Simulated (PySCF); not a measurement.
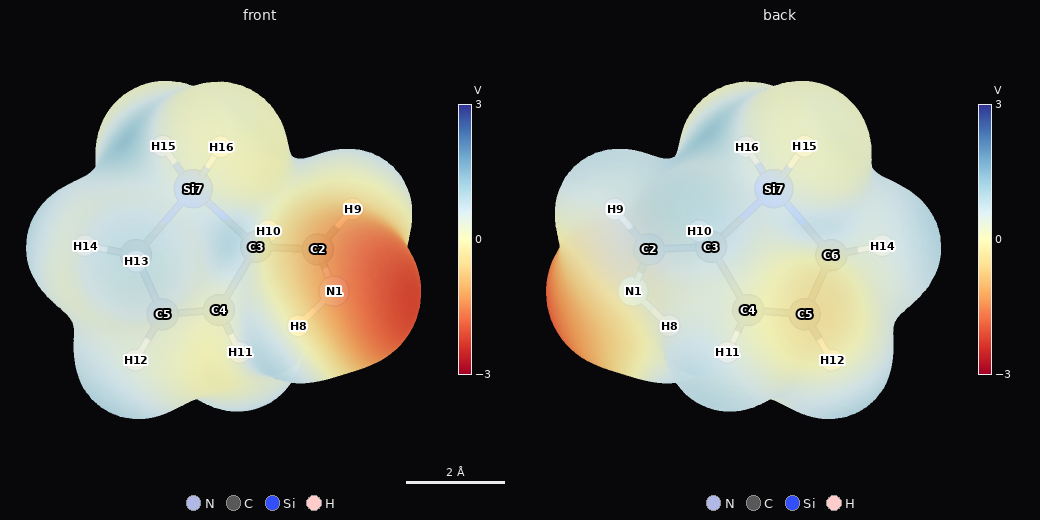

Figure 1: C$_{5}$H$_{9}$NSi (SMILES [H]/N=C\[C@H]1C=CC[SiH2]1). The molecular electrostatic potential painted on the density surface at 0.002 e/bohr³, seen from the front and from behind; red is negative and blue positive.

Geometry: PBE0-D3(BJ)/def2-SVP.

Computed with PBE0/pcSseg-1, SCF density, gas phase, non-relativistic (PySCF 2.14.0).

```yaml
atoms:
  - { symbol: N, position_ang: [1.9204, -1.0245, 1.3705] }
  - { symbol: C, position_ang: [1.9107, -0.2637, 0.3567] }
  - { symbol: C, position_ang: [0.8082, -0.0856, -0.6541] }
  - { symbol: C, position_ang: [-0.2127, -1.1956, -0.6245] }
  - { symbol: C, position_ang: [-1.4471, -0.9479, -0.1616] }
  - { symbol: C, position_ang: [-1.8085, 0.4454, 0.2795] }
  - { symbol: Si, position_ang: [-0.2888, 1.4443, -0.2655] }
  - { symbol: H, position_ang: [1.0392, -1.5538, 1.4166] }
  - { symbol: H, position_ang: [2.8001, 0.3709, 0.1912] }
  - { symbol: H, position_ang: [1.2649, 0.0263, -1.6532] }
  - { symbol: H, position_ang: [0.0814, -2.2011, -0.9465] }
  - { symbol: H, position_ang: [-2.1940, -1.7480, -0.1033] }
  - { symbol: H, position_ang: [-1.9871, 0.4905, 1.3681] }
  - { symbol: H, position_ang: [-2.7386, 0.7952, -0.1983] }
  - { symbol: H, position_ang: [-0.5579, 2.2521, -1.4937] }
  - { symbol: H, position_ang: [0.2908, 2.3340, 0.7834] }
```

Q: Where is the surface potential most negative and most positive?

A: The most negative region (about −2.2 V) lies over N1, the most positive (about +1.3 V) over Si7. N1 is the likeliest acceptor of a hydrogen bond.
